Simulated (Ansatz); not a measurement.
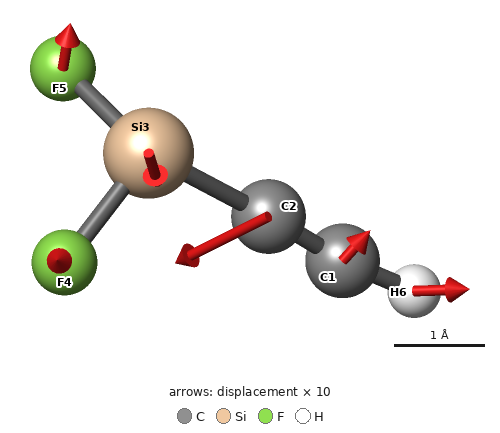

This is a relaxation of C₂HF₂Si (multiplicity 2) (coarse preliminary run). The starting structure is drawn; red arrows show the displacements, 10 times their true length. The two geometries are superimposed by the best rigid fit.

Style: ball-and-stick. Shown from a free direction.

The start comes from a force field.

These are results of UKS PBE-D4/def2-SVP (Ansatz 0.2.0), not measurements. (force threshold 0.03 eV/Å; at most 200 steps)

> Which element moves most?

Carbon: up to 0.14 Å, against 0.07 Å for fluorine.

> What did the optimiser do to the structure, and how much energy did it gain?

Over 5 geometry steps the energy falls by 0.105 eV. The largest force component goes from 2.4 to 0.021 eV/Å. C2 moves most after the best rigid fit: 0.14 Å. Largest moves by element: C 0.14 Å, F 0.07 Å, Si 0.07 Å, H 0.07 Å. Some distances before and after: C2–Si3 1.886 → 1.824 Å, Si3–F4 1.609 → 1.634 Å, C1–H6 1.059 → 1.084 Å, C1–C2 1.215 → 1.231 Å. Among the angles between lasting bonds that change: C1–C2–Si3 177.4° → 170.6°, C2–C1–H6 173.0° → 178.6°, F4–Si3–F5 104.9° → 107.1°. The run took 6.5 s on 4 threads of Arm Neoverse V1, with other jobs on the host.
